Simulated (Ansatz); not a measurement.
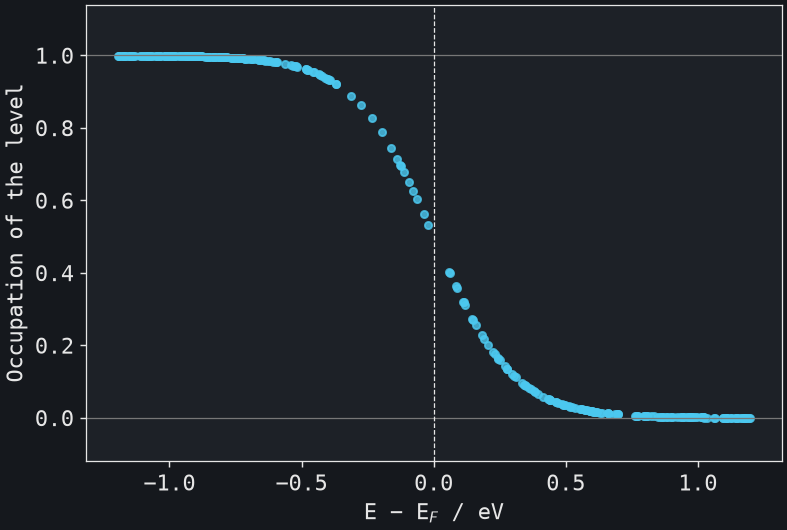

Occupations of the one-electron levels of the k mesh against their energy, from a run on TaAs, space group I4_1md, 4 atoms in the cell, with Ansatz.

Name the smearing function and its width.

Fermi-Dirac smearing with a width of 0.15 eV. The occupations stay between 0 and 1 and have long exponential tails; the slope at the Fermi level is 1/(4 × width).
